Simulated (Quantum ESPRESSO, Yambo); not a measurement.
**A GW run on MgO (Fm-3m) in Yambo, with inputs changed**

A base run on MgO (Fm-3m), then changed inputs.

Program: Yambo 5.3.0. Level of theory: PBE and many-body steps on it, plane waves. Results are calculated unless marked as measured.

### Step 1. Starting point

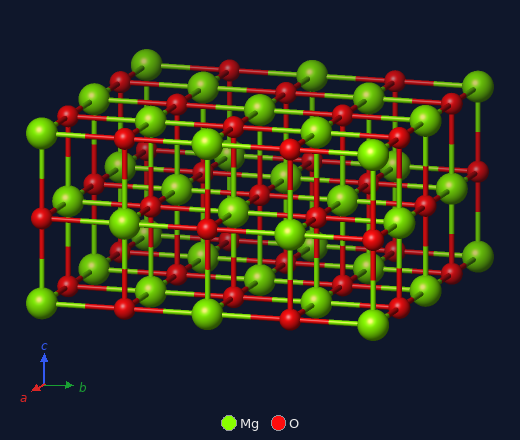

The cell as given, slightly off an axis (magnesium green, oxygen red). 2×2×1 cells are drawn. This picture shows the conventional cell, with its axes. Some periodic images of atoms are drawn too.

Coordinates:

```xyz
2
Lattice="0.0000 2.0970 2.0970 2.0970 0.0000 2.0970 2.0970 2.0970 0.0000" Properties=species:S:1:pos:R:3 pbc="T T T"
Mg    0.0000    0.0000    0.0000
O     2.0970    2.0970    2.0970
```

The cell and positions are those that the Materials Project relaxed with its own functionals (PBE, PBE+U or r2SCAN), kept fixed.

### Step 2. Base

This step: Yambo 5.3.0; G0W0 on PBE, plane waves, norm-conserving pseudopotentials.

Now the one-shot GW correction: screening in the RPA, then the self-energy of the levels asked for.

gw2.in

```
HF_and_locXC
gw0
dyson
ppa
em1d
rim_cut
RandQpts= 1000000
RandGvec= 1 RL
EXXRLvcs= 76 Ry
VXCRLvcs= 304 Ry
Chimod= "HARTREE"
% BndsRnXp
 1 | 96 |
%
NGsBlkXp= 17 Ry
% LongDrXp
 1 | 1 | 1 |
%
% GbndRnge
 1 | 96 |
%
DysSolver= "n"
ExtendOut
PPAPntXp= 27.21138 eV
% QPkrange
 1 | 1 | 7 | 10 |
%
```

Launch:

```bash
> OMP_NUM_THREADS=1 mpirun -n 8 yambo -F gw2.in -J gw2 -C gw2 > gw2.log
```

The program printed:

```text
 Yambo, version 5.3.0

 [02] CORE Variables Setup
 =========================

  [... cell, symmetries and grids as in the set-up ...]

  [02.05] Energies & Occupations
  ==============================

  [X] === General ===
  [X] Electronic Temperature                        :  0.000000  0.000000 [eV K]
  [X] Bosonic    Temperature                        :  0.000000  0.000000 [eV K]
  [X] Finite Temperature mode                       : no
  [X] El. density                                   :  0.86755E+24 [cm-3]
  [X] Fermi Level                                   :  8.213321 [eV]

  [X] === Gaps and Widths ===
  [X] Conduction Band Min                           :  4.894832 [eV]
  [X] Valence Band Max                              :  0.000000 [eV]
  [X] Filled Bands                                  :   8
  [X] Empty Bands                                   :    9  225
  [X] Direct Gap                                    :  4.894832 [eV]
  [X] Direct Gap localized at k                     :  1
  [X] Indirect Gap                                  :  4.894832 [eV]
  [X] Indirect Gap between kpts                     :  1  1
  [X] Last valence band width                       :  1.776111 [eV]
  [X] 1st conduction band width                     :  6.880121 [eV]

 [03] Transferred momenta grid and indexing
 ==========================================

 IBZ Q-points                                      :  29
 BZ  Q-points                                      :   512

 K/Q-points units:
 rlu = crystal or reduced units; cc = cartesian coordinates; iku = interal k-units

 Q [ 1]         [rlu]:  0.000000  0.000000  0.000000
 Q [ 2]         [rlu]: -0.32851E-17 -0.32851E-17  0.12500
 Q [ 3]         [rlu]: -0.65702E-17 -0.65702E-17  0.25000
 Q [ 4]         [rlu]:  0.33905E-17  0.33905E-17  0.37500
 Q [ 5]         [rlu]:  0.13140E-16  0.13140E-16 -0.50000
 Q [ 6]         [rlu]: -0.67787E-18  0.12500      0.12500
 Q [ 7]         [rlu]: -0.69125E-17  0.12500      0.25000
 Q [ 8]         [rlu]: -0.65702E-17  0.12500      0.37500
 Q [ 9]         [rlu]:  0.60166E-16  0.12500      0.50000
 Q [10]         [rlu]:  0.13140E-16  0.12500     -0.37500
     [... 17 further rows ...]
 Q [28]         [rlu]:  0.125000 -0.500000 -0.375000
 Q [29]         [rlu]:  0.250000 -0.500000 -0.250000

 [04] Coloumb potential Random Integration (RIM)
 ===============================================

  [04.01] RIM initialization
  ==========================

  * Diagonal components only detected *

  8 x (sBL volume)        :  0.031141 [a.u.]
  sBZ random points       :  1000000
  Points outside the sBZ  :   7968281
  RL volume               :  1.993044 [a.u.]
  Integrated volume       :  2.000977 [a.u.]

  [04.02] RIM integrals
  =====================

  Gamma point sphere radius             :  0.057068 [a.u.]
  Points outside the sphere             :   800476
  [Int_sBZ(q=0) 1/q^2]*(Vol_sBZ)^(-1/3) =:  7.776341
                                 should be <:  7.795600

  Summary of Coulomb integrals for non-metallic bands |Q|[au] RIM/Bare

  Q [1] 0.100000E-4 0.997530 * Q [2] 0.171642 1.068862
  Q [6] 0.198195 1.067204 * Q [12] 0.280290 1.029264
  Q [7] 0.328669 1.022872 * Q [3] 0.343283 1.020683
  Q [13] 0.396390 1.016961 * Q [11] 0.431956 1.014228
  Q [22] 0.443177 1.014089 * Q [8] 0.485476 1.012339
  Q [14] 0.514925 1.011441 * Q [4] 0.514925 1.011454
[...]
Q [27] 0.714602 1.007600 * Q [24] 0.741577 1.007368
  Q [26] 0.761182 1.007327 * Q [21] 0.792779 1.007291
  Q [28] 0.817178 1.007124 * Q [20] 0.840869 1.006551
  Q [29] 0.886354 1.006669

 [WARNING] [Xp] User bands 1-96 break level degeneracy

 [05] Dipoles
 ============

  [05.01] Setup: observables and procedures
  =========================================

 [06] Dynamic Dielectric Matrix (PPA)
 ====================================

 [SLK-Inversion]  Pools        :  2
 [SLK-Inversion]  BLACS grid   :  2  2

 [WR./gw2//ndb.pp]---------------------------------------------------------------
  Brillouin Zone Q/K grids (IBZ/BZ)                :    29   512    29   512
  RL vectors                                       :  1893 [WF]
  Coulomb cutoff potential                         : none
  Electronic Temperature                           :  0.000000 [K]
  Bosonic    Temperature                           :  0.000000 [K]
  PPA    diel. fun.  energies                      : Perdew, Burke & Ernzerhof(X)+Perdew, Burke & Ernzerhof(C)
  wavefunctions                                    : Perdew, Burke & Ernzerhof(X)+Perdew, Burke & Ernzerhof(C)
  Global Gauge                                     : length
  X matrix size                                    :  181
  X band range                                     :    1   96
  X e/h energy range                               : -1.000000 -1.000000 [eV]
  X Time ordering                                  : R
  X Hxc Kernel                                     : HARTREE
  X Drude frequency                                :  0.000000  0.000000
  X poles                                          :  100.0000 [o/o]
  RL vectors in the sum                            :  1893
  [r,Vnl] included                                 : yes
  Field direction                                  :  0.577350E-5  0.577350E-5  0.577350E-5
  BZ energy Double Grid                            : no
  BZ energy DbGd points                            : 0
  BZ Q point size factor                           : -1.000000
  X Optical Averaged directions                    : none

 [07] Local Exchange-Correlation + Non-Local Fock
 ================================================

 [VXC] Plane waves :  11113
 [EXS] Plane waves :  1459

 QP @ state[ 1 ] K range:  1  1
 QP @ state[ 1 ] b range:   7  10

 [xc] Functional : Perdew, Burke & Ernzerhof(X)+Perdew, Burke & Ernzerhof(C)
 [xc] LIBXC used to calculate xc functional
  PP Number of Atomic Species                      :  2
  NLCC RL compoments                               :  11113
  PP Number of Atomic Species                      :  2
  NLCC RL compoments                               :  11113

 [xc] E_xc :  -11.59297 [Ha]
      E_xc :  -23.18594 [Ry]

  Local XC kind (lXC) : Perdew, Burke & Ernzerhof(X)+Perdew, Burke & Ernzerhof(C)
  Non-Local XC kind (nlXC) : Hartree-Fock

  Corrections @ K [1] :  [eV]
 <7|nlXC|7> = -25.61611  0.10830E-16 <7|lXC|7> = -20.15353 -0.75530E-15
 <8|nlXC|8> = -25.61611  0.21430E-17 <8|lXC|8> = -20.15353  0.67307E-20
 <9|nlXC|9> = -9.030789 -0.81565E-18 <9|lXC|9> = -13.56162 -0.94412E-16
 <10|nlXC|10> = -3.745185 -0.15872E-18 <10|lXC|10> = -9.643495  0.70799E-16

 [08] Dyson equation: Newton solver
 ==================================

  [08.01] G0W0 (W PPA)
  ====================

  [  GW  ] Bands range     :    1   96
  [GW/PPA] G damping       :  0.100000 [eV]

  QP @ state[ 1 ] K range:  1  1
  QP @ state[ 1 ] b range:   7  10

   Sc/G bands                                       :    1   96
   Sc/G damping                                     :  0.100000 ev
   Sc bands terminator                              : no
   Sx RL components                                 :  1459

   QP @ state[ 1 ] K range                          :  1  1
   QP @ state[ 1 ] b range                          :   7  10
   GF energies kind                                 : Perdew, Burke & Ernzerhof(X)+Perdew, Burke & Ernzerhof(C)
   GF WF`s kind                                     : Perdew, Burke & Ernzerhof(X)+Perdew, Burke & Ernzerhof(C)
   Xs energies kind                                 : Perdew, Burke & Ernzerhof(X)+Perdew, Burke & Ernzerhof(C)
   Xs WF`s kind                                     : Perdew, Burke & Ernzerhof(X)+Perdew, Burke & Ernzerhof(C)

 [11] Game Over & Game summary
```

Run time: 7.2 min. Hardware: 8 MPI ranks of Arm Neoverse N1, shared host; peak memory 3.1 GiB; 57 min of CPU time.

This step gave:

```
G0W0 gap on the points computed              : 7.173 eV
starting gap on the mesh                     : 4.895 eV
k of the valence top                         : 0, 0, 0
k of the conduction bottom                   : 0, 0, 0
least direct G0W0 gap on the computed points : 7.173 eV
Z at the valence top                         : 0.8025
Z at the conduction bottom                   : 0.8509
```

The gap on the mesh goes from 4.89 eV to 7.17 eV, a correction of +2.28 eV.

### Step 3. Field direction

gw6.in

```
HF_and_locXC
gw0
dyson
ppa
em1d
rim_cut
RandQpts= 1000000
RandGvec= 1 RL
EXXRLvcs= 76 Ry
VXCRLvcs= 304 Ry
Chimod= "HARTREE"
% BndsRnXp
 1 | 96 |
%
NGsBlkXp= 17 Ry
% LongDrXp
 0 | 0 | 1 |
%
% GbndRnge
 1 | 96 |
%
DysSolver= "n"
ExtendOut
PPAPntXp= 27.21138 eV
% QPkrange
 1 | 1 | 7 | 10 |
%
```

Launch:

```bash
> OMP_NUM_THREADS=1 mpirun -n 8 yambo -F gw6.in -J gw6 -C gw6 > gw6.log
```

The program printed:

```text
 Yambo, version 5.3.0

 [02] CORE Variables Setup
 =========================

  [... cell, symmetries and grids as in the set-up ...]

  [02.05] Energies & Occupations
  ==============================

  [X] === General ===
  [X] Electronic Temperature                        :  0.000000  0.000000 [eV K]
  [X] Bosonic    Temperature                        :  0.000000  0.000000 [eV K]
  [X] Finite Temperature mode                       : no
  [X] El. density                                   :  0.86755E+24 [cm-3]
  [X] Fermi Level                                   :  8.213321 [eV]

  [X] === Gaps and Widths ===
  [X] Conduction Band Min                           :  4.894832 [eV]
  [X] Valence Band Max                              :  0.000000 [eV]
  [X] Filled Bands                                  :   8
  [X] Empty Bands                                   :    9  225
  [X] Direct Gap                                    :  4.894832 [eV]
  [X] Direct Gap localized at k                     :  1
  [X] Indirect Gap                                  :  4.894832 [eV]
  [X] Indirect Gap between kpts                     :  1  1
  [X] Last valence band width                       :  1.776111 [eV]
  [X] 1st conduction band width                     :  6.880121 [eV]

 [03] Transferred momenta grid and indexing
 ==========================================

 IBZ Q-points                                      :  29
 BZ  Q-points                                      :   512

 K/Q-points units:
 rlu = crystal or reduced units; cc = cartesian coordinates; iku = interal k-units

 Q [ 1]         [rlu]:  0.000000  0.000000  0.000000
 Q [ 2]         [rlu]: -0.32851E-17 -0.32851E-17  0.12500
 Q [ 3]         [rlu]: -0.65702E-17 -0.65702E-17  0.25000
[...]
================================================

 [VXC] Plane waves :  11113
 [EXS] Plane waves :  1459

 QP @ state[ 1 ] K range:  1  1
 QP @ state[ 1 ] b range:   7  10

 [xc] Functional : Perdew, Burke & Ernzerhof(X)+Perdew, Burke & Ernzerhof(C)
 [xc] LIBXC used to calculate xc functional
  PP Number of Atomic Species                      :  2
  NLCC RL compoments                               :  11113
  PP Number of Atomic Species                      :  2
  NLCC RL compoments                               :  11113

 [xc] E_xc :  -11.59297 [Ha]
      E_xc :  -23.18594 [Ry]

  Local XC kind (lXC) : Perdew, Burke & Ernzerhof(X)+Perdew, Burke & Ernzerhof(C)
  Non-Local XC kind (nlXC) : Hartree-Fock

  Corrections @ K [1] :  [eV]
 <7|nlXC|7> = -25.61611  0.10830E-16 <7|lXC|7> = -20.15353 -0.75530E-15
 <8|nlXC|8> = -25.61611  0.21430E-17 <8|lXC|8> = -20.15353  0.67307E-20
 <9|nlXC|9> = -9.030789 -0.81565E-18 <9|lXC|9> = -13.56162 -0.94412E-16
 <10|nlXC|10> = -3.745185 -0.15872E-18 <10|lXC|10> = -9.643495  0.70799E-16

 [08] Dyson equation: Newton solver
 ==================================

  [08.01] G0W0 (W PPA)
  ====================

  [  GW  ] Bands range     :    1   96
  [GW/PPA] G damping       :  0.100000 [eV]

  QP @ state[ 1 ] K range:  1  1
  QP @ state[ 1 ] b range:   7  10

   Sc/G bands                                       :    1   96
   Sc/G damping                                     :  0.100000 ev
   Sc bands terminator                              : no
   Sx RL components                                 :  1459

   QP @ state[ 1 ] K range                          :  1  1
   QP @ state[ 1 ] b range                          :   7  10
   GF energies kind                                 : Perdew, Burke & Ernzerhof(X)+Perdew, Burke & Ernzerhof(C)
   GF WF`s kind                                     : Perdew, Burke & Ernzerhof(X)+Perdew, Burke & Ernzerhof(C)
   Xs energies kind                                 : Perdew, Burke & Ernzerhof(X)+Perdew, Burke & Ernzerhof(C)
   Xs WF`s kind                                     : Perdew, Burke & Ernzerhof(X)+Perdew, Burke & Ernzerhof(C)

 [11] Game Over & Game summary
```

Elapsed: 7.2 min, on 8 MPI ranks; peak memory 3.1 GiB; 58 min of CPU time.

This step gave:

```yaml
g0w0_gap_on_the_points_computed: 7.173 eV
starting_gap_on_the_mesh: 4.895 eV
k_of_the_valence_top: 0, 0, 0
k_of_the_conduction_bottom: 0, 0, 0
least_direct_g0w0_gap_on_the_computed_points: 7.173 eV
z_at_the_valence_top: 0.8025
z_at_the_conduction_bottom: 0.8509
```

Against G0W0 in Yambo (8×8×8 mesh, 96 bands, screening to 231.3 eV, Godby-Needs plasmon pole), the gap moves by +0.000 eV.

(Continued in part 2 of 2.)

[Paths, hosts, dates, memory and timing lines, banners, echoed tables and standing remarks are left out of the program output.]

[Logs are printed without paths, hosts, clocks, repeated set-up lines and the standing remarks that a program may print on its own settings, such as how far it seeks lower states.]

[Runs of the session that timed out or met a known fault of the program may be left out.]

[Hosts, paths, dates, database ids (printed as entryN), source tags and the programs' standing remarks are cut or masked in the printed files.]
